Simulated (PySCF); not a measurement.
# B3LYP/def2-TZVP run of BH2Cl (SMILES BCl)

Aim: the vertical singlet–triplet gap of BH2Cl at B3LYP/def2-TZVP, from 2 runs. Input form: a Python script.

Program for the calculation: PySCF 2.14.0.

### Step 1. Starting point

The species is BH2Cl (4 atoms), meant as a singlet with charge 0. SMILES: `BCl`. The shape is that of a PBE0-D4/def2-TZVP optimisation.

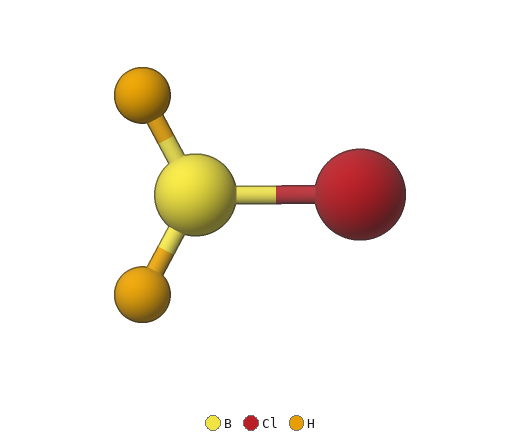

The structure, seen from a chosen angle (boron yellow, chlorine red, hydrogen amber).

### Step 2. A single-point energy at B3LYP/def2-TZVP

calc.py reads:

```python
from pyscf import gto, dft

mol = gto.Mole()
mol.atom = '''
B   -0.116700   0.021700  -0.075300
Cl   1.365000  -0.395300   0.721200
H   -1.106200  -0.559500   0.240400
H   -0.086600   0.872800  -0.906600
'''
mol.basis = 'def2-tzvp'
mol.verbose = 4
mol.max_memory = 1860
mol.spin = 0
mol.build()

ks = dft.RKS(mol)
ks.xc = 'b3lyp'
ks.grids.level = 4
ks.conv_tol = 1e-10
ks.kernel()
if not ks.converged:
    ks = ks.newton().run(ks.mo_coeff, ks.mo_occ)

etot = ks.e_tot
print('E(%s) = %.9f' % ('B3LYP', etot))
```

Launch:

```console
OMP_NUM_THREADS=1 python calc.py
```

Output:

```text
PySCF version 2.14.0

[INPUT] num. atoms = 4
[INPUT] num. electrons = 24
[INPUT] charge = 0
[INPUT] spin (= nelec alpha-beta = 2S) = 0
[INPUT] symmetry False subgroup None
[INPUT] Mole.unit = angstrom
[INPUT] Symbol           X                Y                Z      unit          X                Y                Z       unit  Magmom
[INPUT]  1 B     -0.116700000000   0.021700000000  -0.075300000000 AA   -0.220531038737   0.041007056903  -0.142296377180 Bohr   0.0
[INPUT]  2 Cl     1.365000000000  -0.395300000000   0.721200000000 AA    2.579476160031  -0.747008737041   1.362870481036 Bohr   0.0
[INPUT]  3 H     -1.106200000000  -0.559500000000   0.240400000000 AA   -2.090415038994  -1.057301766694   0.454290160345 Bohr   0.0
[INPUT]  4 H     -0.086600000000   0.872800000000  -0.906600000000 AA   -0.163650282387   1.649352961520  -1.713225704531 Bohr   0.0

nuclear repulsion = 37.7830159999581
number of shells = 32
number of NR pGTOs = 125
number of NR cGTOs = 80
basis = def2-tzvp
ecp = {}

******** <class 'pyscf.dft.rks.RKS'> ********
method = RKS
initial guess = minao
damping factor = 0
level_shift factor = 0
DIIS = <class 'pyscf.scf.diis.CDIIS'>
diis_start_cycle = 1
diis_space = 8
diis_damp = 0
SCF conv_tol = 1e-10
SCF conv_tol_grad = None
SCF max_cycles = 50
direct_scf = True
direct_scf_tol = 1e-13
XC library pyscf.dft.libxc version 7.0.0
    S. Lehtola, C. Steigemann, M. J.T. Oliveira, and M. A.L. Marques.,  SoftwareX 7, 1–5 (2018)
XC functionals = b3lyp
    P. J. Stephens, F. J. Devlin, C. F. Chabalowski, and M. J. Frisch.,  J. Phys. Chem. 98, 11623 (1994)
radial grids:
    Treutler-Ahlrichs [JCP 102, 346 (1995); DOI:10.1063/1.469408] (M4) radial grids

becke partition: Becke, JCP 88, 2547 (1988); DOI:10.1063/1.454033
pruning grids: <function nwchem_prune>
grids dens level: 4
symmetrized grids: False
atomic radii adjust function: <function treutler_atomic_radii_adjust>
small_rho_cutoff = 0
Set gradient conv threshold to 1e-05
Initial guess from minao.
tot grids = 88216
init E= -486.29224018189
  HOMO = -0.334179613091202  LUMO = -0.114607672542707  gap/eV = 5.97486
cycle= 1 E= -486.30416726944  delta_E= -0.0119  |g|= 0.151  |ddm|= 1.39
  HOMO = -0.28505603543941  LUMO = -0.070586744643748  gap/eV = 5.83601
cycle= 2 E= -486.305071365394  delta_E= -0.000904  |g|= 0.152  |ddm|= 0.296
  HOMO = -0.307180585178596  LUMO = -0.0712778014042215  gap/eV = 6.41924
cycle= 3 E= -486.31050044185  delta_E= -0.00543  |g|= 0.0294  |ddm|= 0.144
  HOMO = -0.310238786403193  LUMO = -0.076384189173119  gap/eV = 6.36351
cycle= 4 E= -486.310685019525  delta_E= -0.000185  |g|= 0.0106  |ddm|= 0.0254
  HOMO = -0.309368939476332  LUMO = -0.0747939344196951  gap/eV = 6.38311
cycle= 5 E= -486.310717199925  delta_E= -3.22e-05  |g|= 0.00119  |ddm|= 0.00805
  HOMO = -0.309337862785267  LUMO = -0.0747786080215  gap/eV = 6.38268
cycle= 6 E= -486.310717575829  delta_E= -3.76e-07  |g|= 0.000138  |ddm|= 0.000956
  HOMO = -0.309339782553344  LUMO = -0.0748028081682719  gap/eV = 6.38208
cycle= 7 E= -486.310717582023  delta_E= -6.19e-09  |g|= 1.82e-05  |ddm|= 0.00013
  HOMO = -0.309336530398436  LUMO = -0.0747995009766207  gap/eV = 6.38208
cycle= 8 E= -486.310717582116  delta_E= -9.24e-11  |g|= 2.75e-06  |ddm|= 1.59e-05
  HOMO = -0.30933752772976  LUMO = -0.0747999760044529  gap/eV = 6.38209
Extra cycle  E= -486.310717582113  delta_E= 2.5e-12  |g|= 2.45e-06  |ddm|= 6.08e-06
converged SCF energy = -486.310717582113
E(B3LYP) = -486.310717582
```

It took 4.8 s on 1 thread of Arm Neoverse V1, shared host; peak memory 0.36 GiB.

### Step 3. The triplet

run.py reads:

```python
from pyscf import gto, dft

mol = gto.M(
    atom='''
B   -0.116700   0.021700  -0.075300
Cl   1.365000  -0.395300   0.721200
H   -1.106200  -0.559500   0.240400
H   -0.086600   0.872800  -0.906600
''',
    verbose=4,
    max_memory=1860,
    spin=2,
    basis='def2-tzvp',
)

ks = dft.UKS(mol)
ks.xc = 'b3lyp'
ks.grids.level = 4
ks.conv_tol = 1e-10
ks.kernel()
if not ks.converged:
    ks = ks.newton().run(ks.mo_coeff, ks.mo_occ)

e_tot = ks.e_tot
print('E = %.10f Eh' % e_tot)
```

Launch:

```console
OMP_NUM_THREADS=1 python run.py
```

Output:

```text
PySCF version 2.14.0

[INPUT] num. atoms = 4
[INPUT] num. electrons = 24
[INPUT] charge = 0
[INPUT] spin (= nelec alpha-beta = 2S) = 2
[INPUT] symmetry False subgroup None
[INPUT] Mole.unit = angstrom
[INPUT] Symbol           X                Y                Z      unit          X                Y                Z       unit  Magmom
[INPUT]  1 B     -0.116700000000   0.021700000000  -0.075300000000 AA   -0.220531038737   0.041007056903  -0.142296377180 Bohr   0.0
[INPUT]  2 Cl     1.365000000000  -0.395300000000   0.721200000000 AA    2.579476160031  -0.747008737041   1.362870481036 Bohr   0.0
[INPUT]  3 H     -1.106200000000  -0.559500000000   0.240400000000 AA   -2.090415038994  -1.057301766694   0.454290160345 Bohr   0.0
[INPUT]  4 H     -0.086600000000   0.872800000000  -0.906600000000 AA   -0.163650282387   1.649352961520  -1.713225704531 Bohr   0.0

nuclear repulsion = 37.7830159999581
number of shells = 32
number of NR pGTOs = 125
number of NR cGTOs = 80
basis = def2-tzvp
ecp = {}

******** <class 'pyscf.dft.uks.UKS'> ********
method = UKS
initial guess = minao
damping factor = 0
level_shift factor = 0
DIIS = <class 'pyscf.scf.diis.CDIIS'>
diis_start_cycle = 1
diis_space = 8
diis_damp = 0
SCF conv_tol = 1e-10
SCF conv_tol_grad = None
SCF max_cycles = 50
direct_scf = True
direct_scf_tol = 1e-13
number electrons alpha = 13  beta = 11
XC library pyscf.dft.libxc version 7.0.0
    S. Lehtola, C. Steigemann, M. J.T. Oliveira, and M. A.L. Marques.,  SoftwareX 7, 1–5 (2018)
XC functionals = b3lyp
    P. J. Stephens, F. J. Devlin, C. F. Chabalowski, and M. J. Frisch.,  J. Phys. Chem. 98, 11623 (1994)
radial grids:
    Treutler-Ahlrichs [JCP 102, 346 (1995); DOI:10.1063/1.469408] (M4) radial grids

becke partition: Becke, JCP 88, 2547 (1988); DOI:10.1063/1.454033
pruning grids: <function nwchem_prune>
grids dens level: 4
symmetrized grids: False
atomic radii adjust function: <function treutler_atomic_radii_adjust>
small_rho_cutoff = 0
Set gradient conv threshold to 1e-05
tot grids = 88216
init E= -486.29224018189
[... the frontier-level lines of each cycle are left out ...]


cycle= 1 E= -486.126365979187  delta_E= 0.166  |g|= 0.152  |ddm|= 1.15


cycle= 2 E= -486.106058266818  delta_E= 0.0203  |g|= 0.231  |ddm|= 0.279


cycle= 3 E= -486.140182011831  delta_E= -0.0341  |g|= 0.0414  |ddm|= 0.205


cycle= 4 E= -486.141187513233  delta_E= -0.00101  |g|= 0.0144  |ddm|= 0.0471


cycle= 5 E= -486.141301732505  delta_E= -0.000114  |g|= 0.0026  |ddm|= 0.0131


cycle= 6 E= -486.14130562618  delta_E= -3.89e-06  |g|= 0.000618  |ddm|= 0.00255


cycle= 7 E= -486.141305887715  delta_E= -2.62e-07  |g|= 0.000145  |ddm|= 0.000789


cycle= 8 E= -486.141305905863  delta_E= -1.81e-08  |g|= 2.78e-05  |ddm|= 0.0002


cycle= 9 E= -486.141305906594  delta_E= -7.31e-10  |g|= 4.18e-06  |ddm|= 4.23e-05


cycle= 10 E= -486.141305906616  delta_E= -2.21e-11  |g|= 1.17e-06  |ddm|= 6.77e-06


Extra cycle  E= -486.141305906609  delta_E= 6.93e-12  |g|= 1.82e-06  |ddm|= 2.33e-06
converged SCF energy = -486.141305906609  <S^2> = 2.0053866  2S+1 = 3.0035889
E = -486.1413059066 Eh
```

Wall time 9.3 s (1 thread of Arm Neoverse V1, shared host); peak memory 0.38 GiB.

### Step 4. What came out

Level: B3LYP/def2-TZVP.

| quantity | value |
| --- | --- |
| singlet: total energy | -486.31072 Eh |
| singlet: dipole moment | 0.51 D |
| singlet: HOMO energy | -8.42 eV |
| singlet: LUMO energy | -2.04 eV |
| singlet: HOMO–LUMO gap | 6.38 eV |
| triplet: total energy | -486.14131 Eh |
| triplet: dipole moment | 0.78 D |
| triplet: HOMO energy (highest over α and β) | -4.08 eV |
| triplet: ⟨S²⟩ | 2.005 |
| vertical energy of the triplet above the singlet | 4.610 eV |

What this shows: At this shape the triplet lies 4.61 eV (106 kcal/mol) above the singlet.
